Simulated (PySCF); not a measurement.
Cl₄Ga, charge −1, SMILES `[Cl-].Cl[Ga](Cl)Cl`.

Level of theory: PBE0/aug-cc-pVDZ (PySCF), at a geometry from GFN2-xTB. The pair's geometry is semi-empirical, so its contact may be too short or too long. GFN2-xTB bond lengths at metals and heavier atoms can be off by up to 0.1 Å and shapes distorted, which carries into these values.

Input script:

```python
import numpy as np
from pyscf import gto, scf, dft
from pyscf.scf import atom_ks, atom_hf
from scipy.linalg import block_diag

def solve(mol, dm0=None, hcore=None):
    mf = (dft.UKS if mol.spin else dft.RKS)(mol, xc='pbe0')
    mf.grids.level = 3
    mf = mf.density_fit(auxbasis='def2-universal-jkfit')
    mf.conv_tol, mf.max_cycle = 1e-8, 80
    if hcore is not None:
        mf.get_hcore = lambda *args: hcore
    mf.kernel(dm0)
    if not mf.converged:
        mf = mf.newton().run(mf.mo_coeff, mf.mo_occ, max_cycle=30)
    assert mf.converged, 'SCF not converged'
    return mf

mol = gto.M(atom='''
Cl    -0.23956     1.75694     1.25387
Cl     0.23964    -1.75703     1.25381
Ga    -0.00006     0.00006    -0.00006
Cl     1.75710     0.23958    -1.25379
Cl    -1.75707    -0.23960    -1.25378
''', basis='aug-cc-pvdz', charge=-1, spin=0, verbose=4)
mf = solve(mol)
mf.analyze()
# spherically averaged free atoms, for the promolecule
atm = atom_ks.get_atm_nrks(mol, xc='pbe0')
pro = block_diag(*[(atm[a[0]][2] * atm[a[0]][3]) @ atm[a[0]][2].T for a in mol._atom])
np.savez('result.npz', e=mf.e_tot, c=mf.mo_coeff, occ=mf.mo_occ, eps=mf.mo_energy, pro=pro, dip=mf.dip_moment(verbose=0), s2=mf.spin_square()[0])
```

Launched as:

```sh
OMP_NUM_THREADS=1 python input.py
```

The run took 20 s on 1 thread of Arm Neoverse V2, on a shared host, peak memory 0.62 GiB.

Partitions, critical points and surface values were worked out afterwards from this run's density.

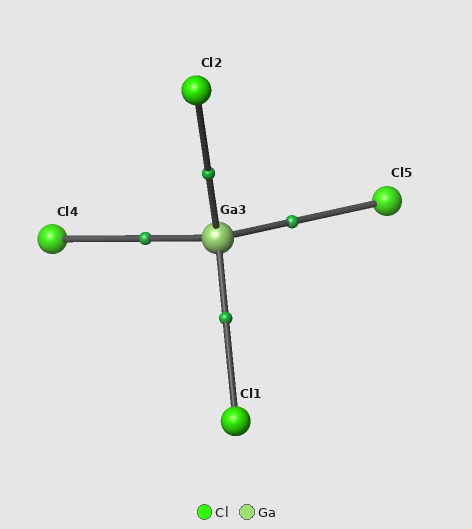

Molecular graph of the electron density (QTAIM): bond paths, bond critical points (green), ring points (magenta, if any); weak paths are dashed.

How many critical points of each kind are there, and does the count close?

Answer. 5 nuclei, 4 bond, 0 ring and 0 cage critical points: 5 − 4 + 0 − 0 = 1, as the Poincaré–Hopf relation requires.

What does the calculation give at each kind of bond critical point?

Answer.
```csv
bond,length (Å),ρ (a.u.),∇²ρ (a.u.),ε,H (a.u.)
Cl1–Ga3 (4 alike),2.172,0.087,+0.25,0.00,−0.028
```

What kind of interaction is Cl1–Ga3?

Answer. Polar or intermediate (positive Laplacian, negative energy density H): ρ = 0.087, ∇²ρ = +0.25, H = −0.028 a.u.
